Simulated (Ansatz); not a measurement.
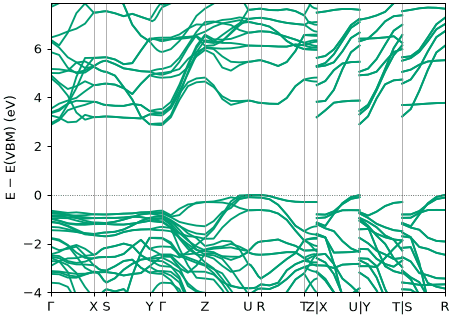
Figure: Band structure from DFT-r²SCAN in the program Ansatz with PAW potentials

**Question.** Read off the gap and where the band edges lie.

**Answer.** About 2.9 eV (2.87 eV by a search for the band edges); maximum at R, minimum at Γ.

The material is Ta2O5 in space group Pmmn (No. 59; Ta on 4e, O on 4e, O on 4e, O on 2a).

The first step of the workflow began from a Materials Project structure, measured or hypothetical; the Crystallography Open Database copy checked does not list it. COD files the formula under space group No. 49, so this cell is another polymorph or a model. Its standing as an ambient phase is unchecked. Symmetry was held in the r²SCAN relaxation; its stability against distortions is not shown here. No spin polarisation was allowed. Scalar-relativistic: spin–orbit coupling is off unless named, which matters more the heavier the elements.

Potentials: the later of the program's two PAW sets.
